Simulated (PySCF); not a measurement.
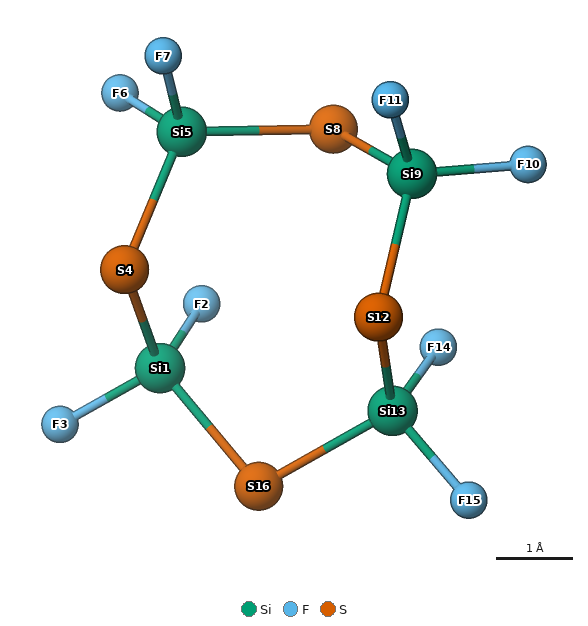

The structure (ball-and-stick view, seen at a tilt; atoms are numbered from 1 in the order of the input).

**What a change does: NMR shielding calculation on Si4S4F8**

System: Si4S4F8 (cyclo-(F2SiS)4).
Method of run A: GIAO PBE0/pcSseg-1 NMR shielding, non-relativistic, gas phase (PySCF 2.14.0).

The geometry comes from this level: PBE0-D3(BJ)/def2-SVP. Text and figures count atoms from 1; the logs count them from 0 in places.

Input, run A:
```
{"job": {"kind": "nmr", "xc": "PBE0", "basis": "pcSseg-1"}, "charge": 0, "multiplicity": 1}
Si     2.163706     0.868882     0.399484
F      1.482565     1.930773    -0.594071
F      3.719178     1.225272     0.521144
S      1.963183    -1.074581    -0.420887
Si     0.688623    -0.696065    -2.074656
F      1.412110     0.192973    -3.190962
F      0.428218    -2.156803    -2.676255
S     -1.130622     0.322741    -1.694360
Si    -2.087164    -0.943487    -0.290224
F     -3.524881    -0.281320    -0.057417
F     -2.301851    -2.417857    -0.878897
S     -1.088347    -1.305946     1.547514
Si    -0.634982     0.659126     2.191390
F     -1.366425     1.715277     1.228553
F     -1.196157     0.866221     3.675493
S      1.438506     1.060853     2.380573
```

The first line tells a small driver script what to run in PySCF; the rest is the geometry in Å.

Command:
```bash
OMP_NUM_THREADS=2 python <driver script> task.json out
```

Hardware: 2 CPU threads, shared host.

Output (run A):
```
coarse grid: 21680 points
cycle   1  E = -3547.7647919346  dE =  2.423e+00  |g| = 1.476e+00  |ddm| = 4.525e+00
cycle   2  E = -3547.1954501202  dE =  5.693e-01  |g| = 2.446e+00  |ddm| = 2.789e+00
cycle   3  E = -3548.1396612143  dE = -9.442e-01  |g| = 1.244e-01  |ddm| = 1.728e+00
cycle   4  E = -3548.1426822133  dE = -3.021e-03  |g| = 5.806e-02  |ddm| = 1.997e-01
cycle   5  E = -3548.1433886053  dE = -7.064e-04  |g| = 9.889e-03  |ddm| = 6.499e-02
cycle   6  E = -3548.1434103334  dE = -2.173e-05  |g| = 3.360e-03  |ddm| = 1.439e-02
cycle   7  E = -3548.1434126768  dE = -2.343e-06  |g| = 8.231e-04  |ddm| = 3.577e-03
final grid: 187520 points
cycle   8  E = -3548.2858182319  dE = -6.190e-05  |g| = 7.022e-03  |ddm| = 2.974e-02
cycle   9  E = -3548.2858161840  dE =  2.048e-06  |g| = 7.471e-03  |ddm| = 1.494e-02
cycle  10  E = -3548.2858275722  dE = -1.139e-05  |g| = 1.288e-03  |ddm| = 8.144e-03
cycle  11  E = -3548.2858278258  dE = -2.536e-07  |g| = 1.856e-04  |ddm| = 9.085e-04
cycle  12  E = -3548.2858278317  dE = -5.926e-09  |g| = 9.329e-05  |ddm| = 2.718e-04
cycle  13  E = -3548.2858278335  dE = -1.786e-09  |g| = 1.410e-05  |ddm| = 8.649e-05
cycle  14  E = -3548.2858278335  dE = -2.728e-11  |g| = 5.462e-06  |ddm| = 1.653e-05
converged SCF energy = -3548.2858278335

GIAO shielding tensors (ppm)
atom      isotropic    diamagn.    paramagn.     s11        s22        s33       span
  0 Si     360.025     879.515    -519.489    331.786    348.319    399.971     68.185
  1 F      260.529     474.557    -214.028    213.983    242.276    325.329    111.346
  2 F      277.862     464.863    -187.001    224.499    265.673    343.414    118.915
  3 S      612.871    1063.972    -451.101    533.447    597.699    707.466    174.019
  4 Si     362.379     879.487    -517.108    335.527    352.062    399.546     64.019
  5 F      278.224     466.906    -188.682    229.182    255.404    350.086    120.904
  6 F      273.470     467.267    -193.797    224.389    254.981    341.040    116.651
  7 S      591.820    1064.505    -472.685    546.098    585.712    643.650     97.551
  8 Si     361.903     879.396    -517.493    334.894    351.293    399.522     64.628
  9 F      278.090     466.750    -188.660    228.755    255.522    349.995    121.240
 10 F      273.501     467.428    -193.926    223.921    255.676    340.907    116.987
 11 S      612.598    1063.904    -451.307    533.995    596.592    707.206    173.212
 12 Si     360.116     879.464    -519.347    331.555    349.192    399.603     68.048
 13 F      260.868     474.502    -213.634    214.497    242.108    326.000    111.503
 14 F      277.868     464.846    -186.978    224.682    265.747    343.175    118.494
 15 S      606.574    1060.672    -454.098    563.810    602.168    653.745     89.935
```

For run B the input was changed thus:
```diff
-"xc": "PBE0"
+"xc": "B3LYP"
+"pop": false
```

Predict how the results change.

The total energies belong to different methods, so their difference says nothing on which is more stable or more accurate. The HOMO goes from −9.04 to −8.71 eV. The LUMO goes from −1.47 to −1.59 eV. The dipole moment goes from 1.01 to 1.07 D. Of all shieldings, the largest change is that of S8, by −20.0 ppm. The functional changes from PBE0 to B3LYP. The SCF takes 13 iterations against 14.

Output (run B):
```
coarse grid: 21680 points
cycle   1  E = -3549.6650361334  dE =  2.433e+00  |g| = 1.590e+00  |ddm| = 4.527e+00
cycle   2  E = -3548.8340528223  dE =  8.310e-01  |g| = 2.839e+00  |ddm| = 3.143e+00
cycle   3  E = -3550.0884108823  dE = -1.254e+00  |g| = 1.588e-01  |ddm| = 2.013e+00
cycle   4  E = -3550.0936730826  dE = -5.262e-03  |g| = 7.164e-02  |ddm| = 2.563e-01
cycle   5  E = -3550.0947010710  dE = -1.028e-03  |g| = 1.327e-02  |ddm| = 7.636e-02
cycle   6  E = -3550.0947430794  dE = -4.201e-05  |g| = 4.292e-03  |ddm| = 1.854e-02
cycle   7  E = -3550.0947466738  dE = -3.594e-06  |g| = 1.185e-03  |ddm| = 4.420e-03
final grid: 187520 points
cycle   8  E = -3550.2102999370  dE = -3.038e-05  |g| = 5.005e-03  |ddm| = 1.815e-02
cycle   9  E = -3550.2102946186  dE =  5.318e-06  |g| = 7.934e-03  |ddm| = 8.206e-03
cycle  10  E = -3550.2103036199  dE = -9.001e-06  |g| = 4.177e-04  |ddm| = 4.755e-03
cycle  11  E = -3550.2103036389  dE = -1.908e-08  |g| = 1.402e-04  |ddm| = 4.718e-04
cycle  12  E = -3550.2103036426  dE = -3.633e-09  |g| = 4.785e-05  |ddm| = 1.876e-04
cycle  13  E = -3550.2103036430  dE = -4.702e-10  |g| = 1.417e-05  |ddm| = 6.192e-05
converged SCF energy = -3550.2103036430

GIAO shielding tensors (ppm)
atom      isotropic    diamagn.    paramagn.     s11        s22        s33       span
  0 Si     347.619     880.037    -532.418    316.090    336.540    390.226     74.136
  1 F      259.310     475.735    -216.424    212.691    238.830    326.410    113.719
  2 F      276.029     465.624    -189.595    221.854    262.429    343.804    121.950
  3 S      593.160    1064.779    -471.619    511.062    573.784    694.634    183.572
  4 Si     349.872     879.878    -530.005    319.945    340.378    389.294     69.349
  5 F      276.364     467.714    -191.350    226.933    251.585    350.574    123.640
  6 F      271.725     468.083    -196.358    222.164    251.305    341.705    119.540
  7 S      571.773    1065.323    -493.551    522.860    562.920    629.538    106.678
  8 Si     349.387     879.793    -530.406    319.325    339.557    389.278     69.953
  9 F      276.195     467.561    -191.366    226.418    251.707    350.461    124.043
 10 F      271.813     468.252    -196.439    221.704    252.087    341.648    119.944
 11 S      592.848    1064.705    -471.857    511.553    572.638    694.354    182.801
 12 Si     347.714     879.983    -532.269    315.841    337.431    389.869     74.028
 13 F      259.626     475.678    -216.051    213.180    238.655    327.044    113.864
 14 F      276.029     465.605    -189.576    222.034    262.492    343.560    121.527
 15 S      587.190    1061.225    -474.035    540.448    580.981    640.142     99.693
```

The two runs side by side:

| quantity | run A | run B |
| --- | --- | --- |
| outcome | converged | converged |
| total energy (hartree) | −3548.285828 | −3550.210304 |
| HOMO (eV) | −9.04 | −8.71 |
| LUMO (eV) | −1.47 | −1.59 |
| dipole moment (D) | 1.01 | 1.07 |
| shielding of Si1 (ppm) | 360.0 | 347.6 |
| shielding of S4 (ppm) | 612.9 | 593.2 |
| shielding of Si5 (ppm) | 362.4 | 349.9 |
| shielding of S8 (ppm) | 591.8 | 571.8 |
| shielding of Si9 (ppm) | 361.9 | 349.4 |
| shielding of S12 (ppm) | 612.6 | 592.8 |
| shielding of S16 (ppm) | 606.6 | 587.2 |
| SCF iterations | 14 | 13 |
| basis functions | 328 | 328 |
| wall time (shared host) | 3.6 min | 2.9 min |
